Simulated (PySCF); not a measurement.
# OsO2Cl2: other spin states, a change of charge and excitations

Aim: at the relaxed geometry of OsO2Cl2, try other spin states, a change of charge and excitations. The structure is generated, not taken from experiment.

The runs use PySCF 2.14.0; TPSS, Os def2-SVP with ECP60, O def2-SVP, Cl def2-SVP; scalar-relativistic core potentials, no spin–orbit coupling.

4 further runs of the same task are left out: 1 for a known fault of the program, 1 that didn't finish, 2 set aside as unsound or not needed.

### 1 The system as given

5 atoms, charge 0, spin multiplicity 1.

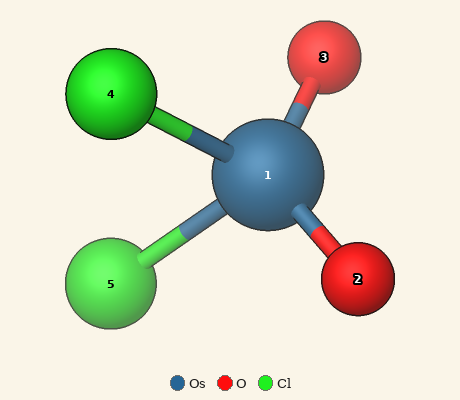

The geometry (osmium blue, oxygen red, chlorine green); atoms are numbered from 1 in the order of the file.

As a file:

```xyz
5

Os    0.2625    0.2625    0.0000
O     1.4708    0.1520    1.2018
O     0.1520    1.4708   -1.2018
Cl   -1.7891   -0.0375    0.9517
Cl   -0.0375   -1.7891   -0.9517
```

Formal oxidation states: Os +6. An earlier session relaxed this geometry at TPSS, Os def2-SVP with ECP60, O def2-SVP, Cl def2-SVP (singlet, point group C2v).

Its energy there is -1161.275272 Eh.

### 2 Multiplicity 3 at the relaxed geometry

Input file run.py (the lines that set the calculation):

```python
mol = gto.M(atom='''
Os     0.26246     0.26246     0.00000
O      1.47075     0.15199     1.20179
O      0.15199     1.47075    -1.20179
Cl    -1.78911    -0.03748     0.95174
Cl    -0.03748    -1.78911    -0.95174''',
    basis={'Os': 'def2-SVP', 'O': 'def2-SVP', 'Cl': 'def2-SVP'},
    ecp={'Os': 'def2-SVP'},
    charge=0, spin=2)
mf = dft.UKS(mol, xc='TPSS')
mf.grids.atom_grid = (50, 194)
mf = mf.density_fit()  # fitting sets: Os def2-universal-JKFIT, O def2-universal-JKFIT, Cl def2-universal-JKFIT
mf.conv_tol = 1e-08; mf.max_cycle = 55
mf.kernel(dm0)  # dm0: free metal ions and neutral atoms
```

Launch:

```sh
$ OMP_NUM_THREADS=2 python run.py
```

What it wrote:

```text
init E= -1185.53303722289
cycle= 1 E= -1156.06551245224  delta_E= 29.5  |g|= 2.99  |ddm|= 3.56
  HOMO = -0.0845998630183  LUMO = -0.0777699339824  gap/eV = 0.18585
cycle= 2 E= -1072.77987302097  delta_E= 83.3  |g|= 8.26  |ddm|= 12.9
cycle= 3 E= -1158.18510354903  delta_E= -85.4  |g|= 2.36  |ddm|=   12
cycle= 4 E= -1150.81624535182  delta_E= 7.37  |g|= 3.97  |ddm|= 6.44
cycle= 5 E= -1161.09630118532  delta_E= -10.3  |g|= 0.505  |ddm|= 5.51
cycle= 6 E= -1161.22617604556  delta_E= -0.13  |g|= 0.177  |ddm|= 0.586
cycle= 7 E= -1161.23003795897  delta_E= -0.00386  |g|= 0.155  |ddm|= 0.234
cycle= 8 E= -1161.24051270198  delta_E= -0.0105  |g|= 0.033  |ddm|= 0.154
cycle= 9 E= -1161.24106765224  delta_E= -0.000555  |g|= 0.00748  |ddm|= 0.0379
cycle= 10 E= -1161.24109372026  delta_E= -2.61e-05  |g|= 0.00267  |ddm|= 0.00963
cycle= 11 E= -1161.24109838557  delta_E= -4.67e-06  |g|= 0.000391  |ddm|= 0.00316
cycle= 12 E= -1161.24109849126  delta_E= -1.06e-07  |g|= 0.00028  |ddm|= 0.000827
cycle= 13 E= -1161.2410985323  delta_E= -4.1e-08  |g|= 7.33e-05  |ddm|= 0.000312
cycle= 14 E= -1161.24109853086  delta_E= 1.44e-09  |g|= 0.000114  |ddm|= 0.000246
cycle= 15 E= -1161.24109853492  delta_E= -4.06e-09  |g|= 6.16e-05  |ddm|= 0.000281
Extra cycle  E= -1161.24109841795  delta_E= 1.17e-07  |g|= 0.000522  |ddm|= 0.000948
SCF not converged.
init E= -1185.53303722289
cycle= 1 E= -1155.88152503346  delta_E= 29.7  |g|= 6.23  |ddm|= 3.22
cycle= 2 E= -1144.71789358444  delta_E= 11.2  |g|= 10.2  |ddm|= 10.4
...
  HOMO = -0.196972830572  LUMO = -0.120893539278  gap/eV = 2.07022
cycle= 3 E= -1161.23919158318  delta_E= -0.0194  |g|= 0.059  |ddm|= 0.11
  HOMO = -0.203151381044  LUMO = -0.123766371684  gap/eV = 2.16018
cycle= 4 E= -1161.24089140978  delta_E= -0.0017  |g|= 0.0198  |ddm|= 0.0574
  HOMO = -0.201658156226  LUMO = -0.121768394931  gap/eV = 2.17391
cycle= 5 E= -1161.24107029183  delta_E= -0.000179  |g|= 0.00587  |ddm|= 0.0195
  HOMO = -0.201694313578  LUMO = -0.121949984637  gap/eV = 2.16995
cycle= 6 E= -1161.24107506776  delta_E= -4.78e-06  |g|= 0.00699  |ddm|= 0.00834
  HOMO = -0.20173262505  LUMO = -0.122035372287  gap/eV = 2.16867
cycle= 7 E= -1161.2410951752  delta_E= -2.01e-05  |g|= 0.00198  |ddm|= 0.00487
  HOMO = -0.201738910186  LUMO = -0.122051130828  gap/eV = 2.16841
cycle= 8 E= -1161.24109774936  delta_E= -2.57e-06  |g|= 0.000731  |ddm|= 0.00271
  HOMO = -0.201796792261  LUMO = -0.122039387181  gap/eV = 2.17031
cycle= 9 E= -1161.2410982913  delta_E= -5.42e-07  |g|= 0.000491  |ddm|= 0.00152
  HOMO = -0.20181732008  LUMO = -0.122038840963  gap/eV = 2.17088
cycle= 10 E= -1161.2410984777  delta_E= -1.86e-07  |g|= 0.000226  |ddm|= 0.000856
  HOMO = -0.201812285854  LUMO = -0.122030207209  gap/eV = 2.17098
cycle= 11 E= -1161.24109852566  delta_E= -4.8e-08  |g|= 6.33e-05  |ddm|= 0.000447
  HOMO = -0.201808017928  LUMO = -0.122025303132  gap/eV = 2.17100
cycle= 12 E= -1161.2410985332  delta_E= -7.54e-09  |g|= 2.09e-05  |ddm|= 0.000202
Extra cycle  E= -1161.24109853527  delta_E= -2.07e-09  |g|= 3.72e-05  |ddm|= 0.000345
converged SCF energy = -1161.24109853527  <S^2> = 2.0124361  2S+1 = 3.0082793
```

Wall time 23 s (2 threads of Arm Neoverse V2, shared host).

Read off: E = -1161.241099 Eh (+0.930 eV from the relaxed state), HOMO -5.49 eV, LUMO -6.04 eV (over both spins), ⟨S²⟩ = 2.012, Mulliken charge on Os1 +0.89 e. An empty level of one spin lies below a filled level of the other.

### 3 Multiplicity 5 at the relaxed geometry

Changes to run.py (the lines that set the calculation) since step 2:

```diff
@@ -8,3 +8,3 @@
     ecp={'Os': 'def2-SVP'},
-    charge=0, spin=2)
+    charge=0, spin=4)
 mf = dft.UKS(mol, xc='TPSS')
```

Launch:

```sh
$ OMP_NUM_THREADS=2 python run.py
```

What it wrote:

```text
init E= -1185.60578313294
cycle= 1 E= -1156.06457910475  delta_E= 29.5  |g|= 2.96  |ddm|= 3.58
  HOMO = -0.0857271767217  LUMO = -0.0732062166689  gap/eV = 0.34071
cycle= 2 E= -1073.09482936184  delta_E=   83  |g|= 8.17  |ddm|= 13.5
cycle= 3 E= -1159.08710235789  delta_E=  -86  |g|= 1.93  |ddm|= 12.7
cycle= 4 E= -1152.89134579586  delta_E=  6.2  |g|= 3.69  |ddm|= 5.09
cycle= 5 E= -1160.96098081371  delta_E= -8.07  |g|= 0.511  |ddm|= 4.27
cycle= 6 E= -1160.99880650885  delta_E= -0.0378  |g|= 0.437  |ddm|=  1.2
cycle= 7 E= -1161.08652300784  delta_E= -0.0877  |g|= 0.258  |ddm|=  1.1
cycle= 8 E= -1161.12397106559  delta_E= -0.0374  |g|= 0.0995  |ddm|= 0.246
cycle= 9 E= -1161.13043164895  delta_E= -0.00646  |g|= 0.0373  |ddm|= 0.222
cycle= 10 E= -1161.13128828123  delta_E= -0.000857  |g|= 0.00667  |ddm|= 0.0501
cycle= 11 E= -1161.13131845018  delta_E= -3.02e-05  |g|= 0.00258  |ddm|= 0.013
cycle= 12 E= -1161.13132177062  delta_E= -3.32e-06  |g|= 0.000698  |ddm|= 0.00341
cycle= 13 E= -1161.13132213371  delta_E= -3.63e-07  |g|= 0.000342  |ddm|= 0.00173
cycle= 14 E= -1161.13132219744  delta_E= -6.37e-08  |g|= 0.000304  |ddm|= 0.00129
cycle= 15 E= -1161.13132230085  delta_E= -1.03e-07  |g|= 0.000152  |ddm|= 0.00155
cycle= 16 E= -1161.1313223178  delta_E= -1.69e-08  |g|= 0.000158  |ddm|= 0.000601
cycle= 17 E= -1161.13132237035  delta_E= -5.26e-08  |g|= 7.14e-05  |ddm|= 0.00145
cycle= 18 E= -1161.13132245877  delta_E= -8.84e-08  |g|= 3.32e-05  |ddm|= 0.0044
cycle= 19 E= -1161.13132247821  delta_E= -1.94e-08  |g|= 2.24e-05  |ddm|= 0.00285
cycle= 20 E= -1161.13132247871  delta_E= -4.94e-10  |g|= 1.37e-05  |ddm|= 0.000414
Extra cycle  E= -1161.13132247519  delta_E= 3.51e-09  |g|= 7.31e-05  |ddm|= 0.000141
converged SCF energy = -1161.13132247519  <S^2> = 6.0085284  2S+1 = 5.0034102
```

It took 7.1 s on 2 threads of Arm Neoverse V2, shared host.

Result: E = -1161.131322 Eh (+3.917 eV from the relaxed state), HOMO -5.12 eV, LUMO -7.97 eV (over both spins), ⟨S²⟩ = 6.009, Mulliken charge on Os1 +0.80 e. An empty level of one spin lies below a filled level of the other.

### 4 One electron removed, multiplicity 2

Changes to run.py (the lines that set the calculation) since step 3:

```diff
@@ -8,3 +8,3 @@
     ecp={'Os': 'def2-SVP'},
-    charge=0, spin=4)
+    charge=1, spin=1)
 mf = dft.UKS(mol, xc='TPSS')
@@ -13,2 +13,2 @@
 mf.conv_tol = 1e-08; mf.max_cycle = 55
-mf.kernel(dm0)  # dm0: free metal ions and neutral atoms
+mf.kernel(dm0)  # dm0: the density of the relaxed state
```

Launch:

```sh
$ OMP_NUM_THREADS=2 python run.py
```

What it wrote:

```text
init E= -1161.27919823389
  HOMO = -0.242815778493  LUMO = -0.237118802841  gap/eV = 0.15502
cycle= 1 E= -1160.8798817252  delta_E= 0.399  |g|= 0.285  |ddm|= 0.971
  HOMO = -0.54331960695  LUMO = -0.533568495915  gap/eV = 0.26534
cycle= 2 E= -1160.29396061597  delta_E= 0.586  |g|=  1.2  |ddm|= 1.13
  HOMO = -0.518016424694  LUMO = -0.490140123404  gap/eV = 0.75855
cycle= 3 E= -1160.91234639976  delta_E= -0.618  |g|= 0.143  |ddm|= 0.941
  HOMO = -0.499112270813  LUMO = -0.470846141441  gap/eV = 0.76916
cycle= 4 E= -1160.91991132961  delta_E= -0.00756  |g|= 0.0364  |ddm|= 0.13
  HOMO = -0.498468101405  LUMO = -0.469995868767  gap/eV = 0.77477
cycle= 5 E= -1160.91799347576  delta_E= 0.00192  |g|= 0.0674  |ddm|= 0.0993
  HOMO = -0.498171117399  LUMO = -0.469171041545  gap/eV = 0.78913
cycle= 6 E= -1160.92057534532  delta_E= -0.00258  |g|= 0.00445  |ddm|= 0.0673
  HOMO = -0.498228020228  LUMO = -0.469067993568  gap/eV = 0.79348
cycle= 7 E= -1160.92058404207  delta_E= -8.7e-06  |g|= 0.00128  |ddm|= 0.00475
  HOMO = -0.498329828547  LUMO = -0.469055692227  gap/eV = 0.79659
cycle= 8 E= -1160.92058108696  delta_E= 2.96e-06  |g|= 0.00329  |ddm|= 0.00321
  HOMO = -0.498347812973  LUMO = -0.469052698874  gap/eV = 0.79716
cycle= 9 E= -1160.92058549803  delta_E= -4.41e-06  |g|= 0.000346  |ddm|= 0.00233
  HOMO = -0.498359809051  LUMO = -0.469043394205  gap/eV = 0.79774
cycle= 10 E= -1160.92058563568  delta_E= -1.38e-07  |g|= 0.00013  |ddm|= 0.00092
  HOMO = -0.498359428661  LUMO = -0.469042232957  gap/eV = 0.79776
cycle= 11 E= -1160.92058561559  delta_E= 2.01e-08  |g|= 0.000224  |ddm|= 0.000594
  HOMO = -0.498357938212  LUMO = -0.469040166643  gap/eV = 0.79778
cycle= 12 E= -1160.92058565605  delta_E= -4.05e-08  |g|= 3.4e-05  |ddm|= 0.00043
  HOMO = -0.49835812706  LUMO = -0.469041418699  gap/eV = 0.79775
cycle= 13 E= -1160.92058565734  delta_E= -1.28e-09  |g|= 8.83e-06  |ddm|= 8.97e-05
  HOMO = -0.498358901014  LUMO = -0.469042349069  gap/eV = 0.79774
Extra cycle  E= -1160.92058565711  delta_E= 2.32e-10  |g|= 2.64e-05  |ddm|= 3.09e-05
converged SCF energy = -1160.92058565711  <S^2> = 0.7525119  2S+1 = 2.0025103
```

Wall time 4.6 s (2 threads of Arm Neoverse V2, shared host).

Result: E = -1160.920586 Eh (+9.651 eV from the relaxed state), HOMO -13.56 eV, LUMO -12.76 eV (over both spins), ⟨S²⟩ = 0.753, Mulliken charge on Os1 +1.09 e. 

### 5 One electron added, multiplicity 2

Changes to run.py (the lines that set the calculation) since step 4:

```diff
@@ -8,3 +8,3 @@
     ecp={'Os': 'def2-SVP'},
-    charge=1, spin=1)
+    charge=-1, spin=1)
 mf = dft.UKS(mol, xc='TPSS')
```

Launch:

```sh
$ OMP_NUM_THREADS=2 python run.py
```

What it wrote:

```text
init E= -1161.27896726593
  HOMO = -0.196504950622  LUMO = -0.190425188485  gap/eV = 0.16544
cycle= 1 E= -1161.28728581144  delta_E= -0.00832  |g|= 0.332  |ddm|= 1.03
  HOMO = 0.171060794013  LUMO = 0.183605191187  gap/eV = 0.34135
cycle= 2 E= -1161.06549833199  delta_E= 0.222  |g|= 0.709  |ddm|= 1.98
  HOMO = 0.0586654413643  LUMO = 0.0884812111992  gap/eV = 0.81133
cycle= 3 E= -1161.34616267853  delta_E= -0.281  |g|= 0.0796  |ddm|= 1.82
  HOMO = 0.0495972860023  LUMO = 0.0794944630157  gap/eV = 0.81354
cycle= 4 E= -1161.34473735147  delta_E= 0.00143  |g|= 0.105  |ddm|= 0.135
  HOMO = 0.0484273050037  LUMO = 0.0748940766183  gap/eV = 0.72020
cycle= 5 E= -1161.34758797484  delta_E= -0.00285  |g|= 0.0581  |ddm|= 0.108
  HOMO = 0.0474878865307  LUMO = 0.0762366832861  gap/eV = 0.78229
cycle= 6 E= -1161.34903727751  delta_E= -0.00145  |g|= 0.00804  |ddm|= 0.0549
  HOMO = 0.0475155790639  LUMO = 0.0764347680386  gap/eV = 0.78693
cycle= 7 E= -1161.34904612874  delta_E= -8.85e-06  |g|= 0.00886  |ddm|= 0.0207
  HOMO = 0.0475097461548  LUMO = 0.0764221761766  gap/eV = 0.78675
cycle= 8 E= -1161.34905446741  delta_E= -8.34e-06  |g|= 0.00778  |ddm|= 0.0262
  HOMO = 0.0474860401929  LUMO = 0.0763662824463  gap/eV = 0.78587
cycle= 9 E= -1161.34908161618  delta_E= -2.71e-05  |g|= 0.000644  |ddm|= 0.0129
  HOMO = 0.0474467869033  LUMO = 0.0762903776483  gap/eV = 0.78487
cycle= 10 E= -1161.34908208728  delta_E= -4.71e-07  |g|= 0.000194  |ddm|= 0.00222
  HOMO = 0.0474365108538  LUMO = 0.0762815522508  gap/eV = 0.78491
cycle= 11 E= -1161.34908214513  delta_E= -5.79e-08  |g|= 6.91e-05  |ddm|= 0.000918
  HOMO = 0.0474342982175  LUMO = 0.0762798126882  gap/eV = 0.78493
cycle= 12 E= -1161.34908214979  delta_E= -4.66e-09  |g|= 1.32e-05  |ddm|= 0.000259
  HOMO = 0.0474368850707  LUMO = 0.0762823065467  gap/eV = 0.78492
Extra cycle  E= -1161.34908214961  delta_E= 1.79e-10  |g|= 2.73e-05  |ddm|= 4.26e-05
converged SCF energy = -1161.34908214961  <S^2> = 0.75813356  2S+1 = 2.0081171
```

It took 4.3 s on 2 threads of Arm Neoverse V2, shared host.

Result: E = -1161.349082 Eh (-2.008 eV from the relaxed state), HOMO 1.29 eV, LUMO 1.74 eV (over both spins), ⟨S²⟩ = 0.758, Mulliken charge on Os1 +0.60 e. The highest filled level lies above zero; it isn't the detachment energy.

### 6 Singlet excitations, Tamm-Dancoff CAM-B3LYP

Changes to run.py (the lines that set the calculation) since step 5:

```diff
@@ -8,4 +8,4 @@
     ecp={'Os': 'def2-SVP'},
-    charge=-1, spin=1)
-mf = dft.UKS(mol, xc='TPSS')
+    charge=0, spin=0)
+mf = dft.RKS(mol, xc='CAMB3LYP')
 mf.grids.atom_grid = (50, 194)
```

Launch:

```sh
$ OMP_NUM_THREADS=2 python run.py
```

What it wrote:

```text
init E= -1161.07714574364
  HOMO = -0.336702732419039  LUMO = -0.117045318827068  gap/eV = 5.97718
cycle= 1 E= -1161.0793668919  delta_E= -0.00222  |g|= 0.153  |ddm|= 0.252
  HOMO = -0.362784840467875  LUMO = -0.14583026323355  gap/eV = 5.90363
cycle= 2 E= -1161.05474521269  delta_E= 0.0246  |g|= 0.394  |ddm|= 0.382
  HOMO = -0.34799338079691  LUMO = -0.130036966205934  gap/eV = 5.93090
cycle= 3 E= -1161.08385158813  delta_E= -0.0291  |g|= 0.0292  |ddm|= 0.265
  HOMO = -0.347159359452345  LUMO = -0.126424474933226  gap/eV = 6.00650
cycle= 4 E= -1161.08404094112  delta_E= -0.000189  |g|= 0.00821  |ddm|= 0.0312
  HOMO = -0.347685527999308  LUMO = -0.127130105212505  gap/eV = 6.00162
cycle= 5 E= -1161.08407097172  delta_E= -3e-05  |g|= 0.00118  |ddm|= 0.0164
  HOMO = -0.347746865550173  LUMO = -0.127163029257761  gap/eV = 6.00239
cycle= 6 E= -1161.08407302269  delta_E= -2.05e-06  |g|= 0.00064  |ddm|= 0.00466
  HOMO = -0.347690419308341  LUMO = -0.12711931403071  gap/eV = 6.00205
cycle= 7 E= -1161.08407356298  delta_E= -5.4e-07  |g|= 0.000144  |ddm|= 0.00331
  HOMO = -0.347695890587989  LUMO = -0.127125610597194  gap/eV = 6.00202
cycle= 8 E= -1161.08407358453  delta_E= -2.15e-08  |g|= 8.08e-05  |ddm|= 0.000584
  HOMO = -0.347692784007768  LUMO = -0.127122142811515  gap/eV = 6.00203
cycle= 9 E= -1161.08407358772  delta_E= -3.19e-09  |g|= 0.000104  |ddm|= 0.000273
  HOMO = -0.347691734810155  LUMO = -0.127121425575867  gap/eV = 6.00202
cycle= 10 E= -1161.0840735904  delta_E= -2.68e-09  |g|= 1.94e-05  |ddm|= 0.000118
  HOMO = -0.347693535909315  LUMO = -0.127124440057582  gap/eV = 6.00199
Extra cycle  E= -1161.08407359028  delta_E= 1.21e-10  |g|= 4.51e-05  |ddm|= 5.81e-05
converged SCF energy = -1161.08407359028
```

Run time: 34 s. Hardware: 2 threads of Arm Neoverse V2, shared host.

Result: E = -1161.084074 Eh, HOMO -9.46 eV, LUMO -3.46 eV, Mulliken charge on Os1 +0.90 e. 

Singlet excitations:

```
state  energy (eV)  oscillator strength
    1         1.56               0.0000
    2         1.84               0.0001
    3         3.27               0.0000
    4         3.41               0.0003
    5         3.86               0.0021
    6         3.98               0.0004
    7         4.02               0.0053
    8         4.31               0.0010
```

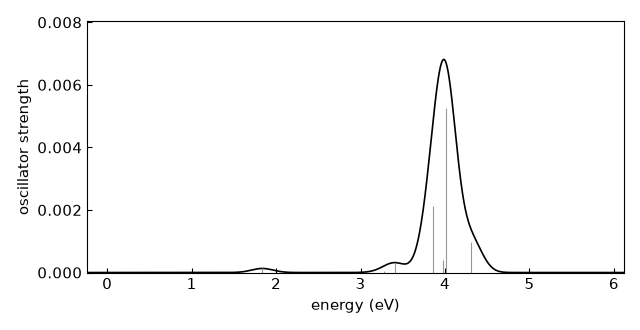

Absorption from the eight lowest singlets. Lines are broadened to a width of 0.30 eV (Gaussian).

### 7 The states side by side

| state | energy from the relaxed state (eV) | ⟨S²⟩ | time |
| --- | --- | --- | --- |
| charge 0, singlet, vacuum (relaxed) | 0 | 0.00 |  |
| charge -1, doublet, vacuum | -2.01 | 0.76 | 4.3 s |
| charge 0, triplet, vacuum | 0.93 | 2.01 | 23 s |
| charge 0, quintet, vacuum | 3.92 | 6.01 | 7.1 s |
| charge +1, doublet, vacuum | 9.65 | 0.75 | 4.6 s |

An electron taken off or put on is at rest in vacuum. 

In the excitation run (CAM-B3LYP), the lowest singlet lies at 1.56 eV (gaps between orbitals at other levels can't be set against it), and the brightest of the eight at 4.02 eV (f = 0.005); spin–orbit coupling would mix in triplets. Removing an electron vertically costs 9.65 eV (doublet), against −HOMO = 6.53 eV. Adding an electron vertically releases 2.01 eV (doublet). The triplet lies 0.93 eV above at this geometry. The bases are small and lack diffuse functions. Spin–orbit coupling is left out.
